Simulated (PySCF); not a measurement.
# C2H7BF2OSi (SMILES COC[SiH2]B(F)F): what the fields show

Input

```
{"job": {"kind": "uv", "xc": "PBE0", "basis": "def2-SVPD", "nstates": 6, "ntriplets": 2}, "charge": 0, "multiplicity": 1}
C     -1.769554    -1.364555     0.543037
O     -0.693190    -0.686716    -0.050273
C     -0.549141     0.650983     0.396335
Si     0.958596     1.289277    -0.596493
B      2.386952    -0.082839    -0.448347
F      3.000826    -0.628430    -1.481342
F      2.843243    -0.552330     0.697739
H     -2.720924    -0.864597     0.321831
H     -1.780609    -2.369668     0.125537
H     -1.647950    -1.421604     1.632152
H     -0.381924     0.672379     1.482353
H     -1.467044     1.219014     0.199833
H      0.508751     1.534431    -1.972402
H      1.311289     2.604184    -0.032049
```

Run with:

```sh
OMP_NUM_THREADS=1 python probes_run.py task.json out
```

Geometry: GFN2-xTB.

These are results of PySCF 2.14.0, PBE0/def2-SVPD, SCF density, gas phase, not measurements.

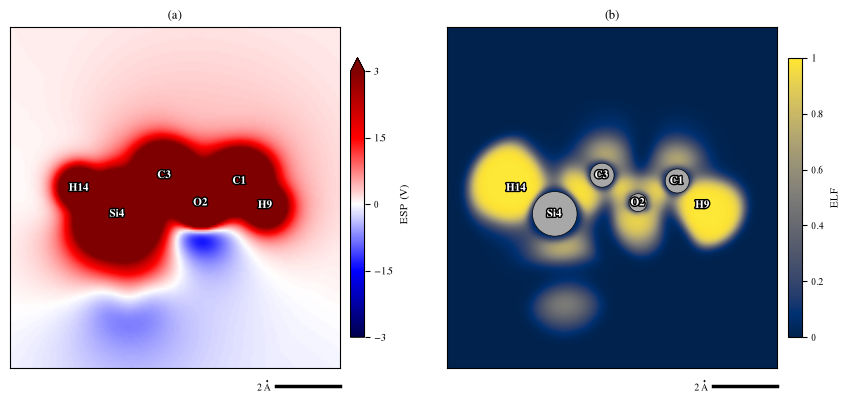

Figure 1. (a) molecular electrostatic potential; (b) ELF on the plane of atoms O2, C1 and H9. Grey discs cover the atomic cores in the ELF map.

> Interpret the plot.

- The plane passes through C, O, Si and H nuclei.
- C–O (1.40 Å): the ELF peaks at about 0.90 between the atoms (a polar covalent bond).
- C–Si (1.91 Å): the ELF peaks at about 1 between the atoms (localised, covalent bonding).
- C–H (1.09 Å): the ELF climbs to about 1 towards the hydrogen, as it does in any bond to H: a covalent bond by its length.
- Si–H (1.47 Å): the ELF climbs to about 1 towards the hydrogen.
- The ELF also peaks beside O2, away from the bonds: lone-pair regions.
- Outside the dense part of the molecule the potential is most negative (−1.4 V) near O2.

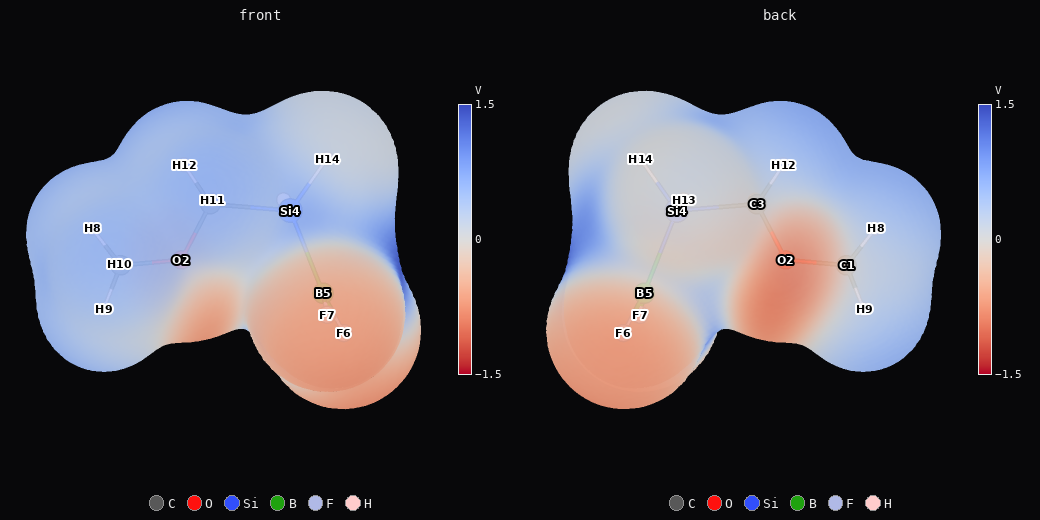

Figure 2. The molecular electrostatic potential painted on the density surface at 0.001 e/bohr³, seen from the front and from behind; red is negative and blue positive.

> Which sites attract a positive test charge, and which a negative one?

A positive charge is drawn to the negative regions and a negative charge to the positive ones. The most negative region (about −0.9 V) lies over O2, the most positive (about +1.3 V) over B5.
